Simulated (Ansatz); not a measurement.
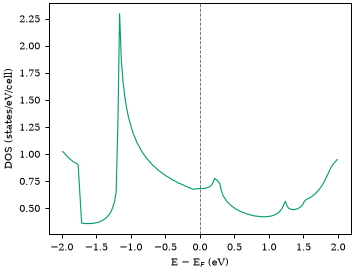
Figure. Density of states of PdIn (Pm-3m) near the Fermi level, PBEsol, rigid bands run with Ansatz (a program for electronic structure).

Problem. With 2 atoms a cell, what bare Sommerfeld coefficient γ = (π²/3) k_B² N(E_F) follows?

Solution. N(E_F) ≈ 0.68 states/eV a cell at 300 K, so γ ≈ 0.80 mJ/(mol of atoms·K²), before many-body enhancement (phonons, spin fluctuations, correlation).

Problem. How far does the Fermi level move in a rigid band for 0.1 electron a cell added or removed?

Solution. 145 meV and -147 meV.

A metal at this level (no band gap); rigid bands, thermally averaged at 300 K, both spins. Spin-orbit coupling is left out. Geometry: cell and atoms relaxed with PBEsol.

Computed structure with no diffraction record at hand here (it may be known, metastable or hypothetical): PdIn (Pm-3m).
